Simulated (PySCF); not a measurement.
# C4H10FNSi: what the fields show

```
atom    x (Å)    y (Å)    z (Å)
   F  -1.6376  -1.1991  -1.4071
   C  -1.1471   0.0018  -0.9005
  Si  -1.9905   0.3707   0.7878
   C   0.3707  -0.0698  -0.8553
   C   1.0211  -1.0626   0.1223
   C   1.8161   0.1324   0.6615
   N   0.9413   1.0398  -0.0875
   H  -1.4388   0.7623  -1.6366
   H  -1.3211   1.4953   1.4250
   H  -1.9603  -0.8425   1.6064
   H  -3.3867   0.6885   0.4779
   H   0.7699  -0.1774  -1.8752
   H   1.6030  -1.8595  -0.3330
   H   0.3229  -1.4857   0.8375
   H   2.8637   0.1353   0.3419
   H   1.7712   0.3062   1.7385
   H   1.3951   1.7762  -0.6148
```

Geometry: GFN2-xTB.

These are results of PBE0/pcSseg-1, SCF density, gas phase, non-relativistic (PySCF 2.14.0), not measurements.

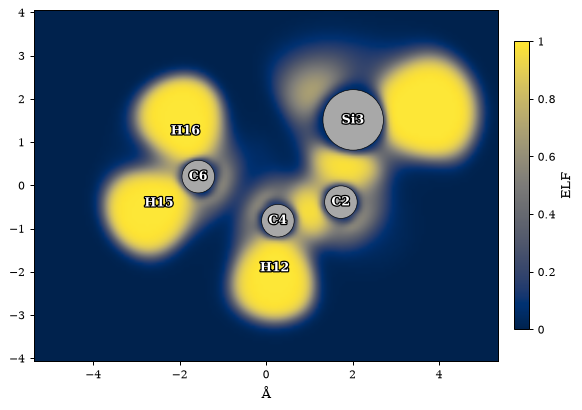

Figure 1. Electron localisation function on the plane of atoms Si3, C2 and C4. Grey discs cover the atomic cores.

Interpret the plot.

Answer.
- The section cuts through C, Si and H sites.
- C–C (1.52 Å): the ELF peaks at about 0.95 between the atoms; a shared electron pair.
- C–Si (1.92 Å): the ELF peaks at about 1 between the atoms: localised, covalent bonding.
- C–H (1.10 Å): the ELF climbs to about 1 towards the hydrogen, as it does in any bond to H: a covalent bond by its length.

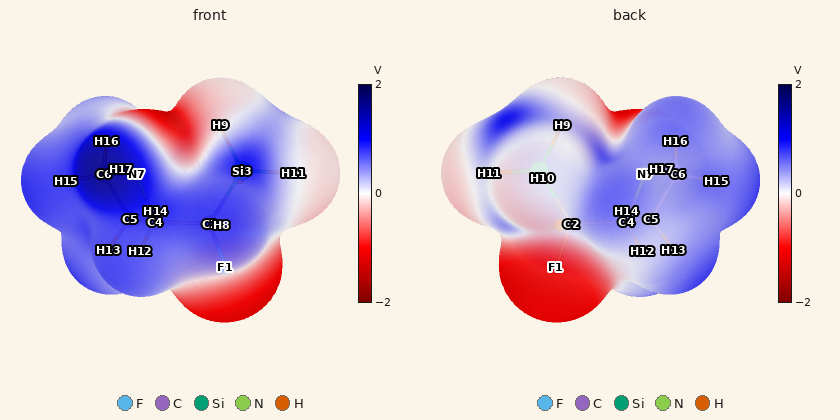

Figure 2. The electrostatic potential painted on the density surface at 0.002 e/bohr³, seen from the front and from behind; red is negative and blue positive.

Which sites attract a positive test charge, and which a negative one?

Answer. A positive charge is drawn to the negative regions and a negative charge to the positive ones. The most negative region (about −1.2 V, or −28 kcal/mol for a unit charge) lies over N7, the most positive (about +1.6 V, or +37 kcal/mol for a unit charge) over H17. N7 is the likeliest acceptor of a hydrogen bond.
